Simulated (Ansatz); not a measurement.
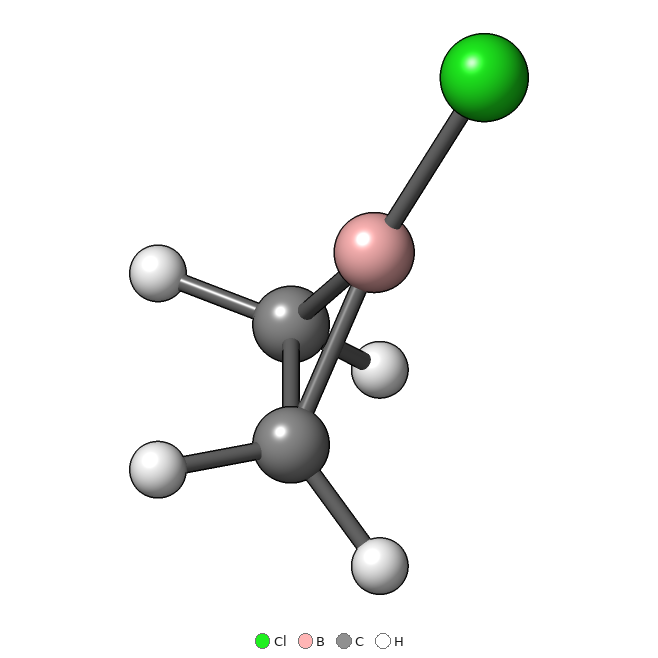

Harmonic vibrations computed with RKS PBE0-D4/def2-TZVP (Ansatz 0.2.0) at a stationary point of the same level.

Question: Minimum or transition state?

Answer: A minimum: no imaginary frequency, and the lowest mode lies at 217 cm⁻¹.

Question: List the wavenumbers.

Answer: 18 modes: 217, 303, 498, 515, 673, 889, 921, 935, 958, 1066, 1178, 1336, 1396, 1465, 3124, 3126, 3190, 3205 cm⁻¹.
